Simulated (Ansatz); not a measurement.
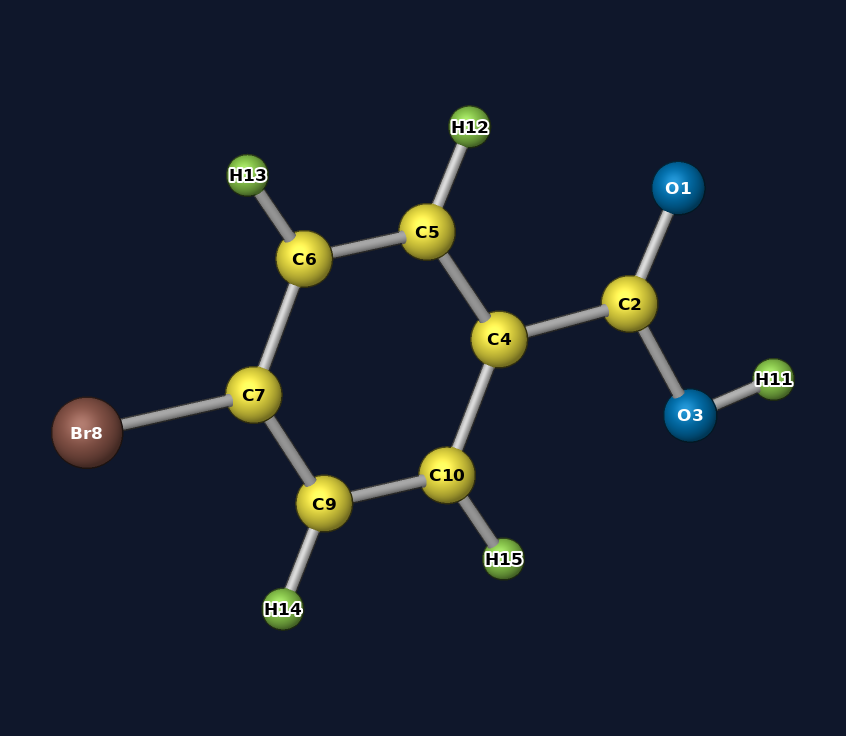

The questions are on Mulliken charges. Computed geometry: PBE-D4/def2-SVP optimisation. No frequency run is at hand to confirm it as a minimum. Method: RKS PBE-D4/def2-SVP (Ansatz 0.2.0).

Which atom carries the highest charge (most positive or least negative)?

Answer. H11 (0.18 e).

And the lowest?

Answer. O1 (−0.18 e).

Give the Mulliken charges atom by atom.

```
atom  value (e)
  O1      −0.18
  C2       0.13
  O3      −0.15
  C4      −0.04
  C5       0.00
  C6       0.03
  C7      −0.04
 Br8      −0.01
  C9       0.03
 C10       0.01
 H11       0.18
 H12       0.02
 H13       0.01
 H14       0.01
 H15       0.01
```

Mulliken values depend strongly on the basis set and can even reverse the polarity of a bond.
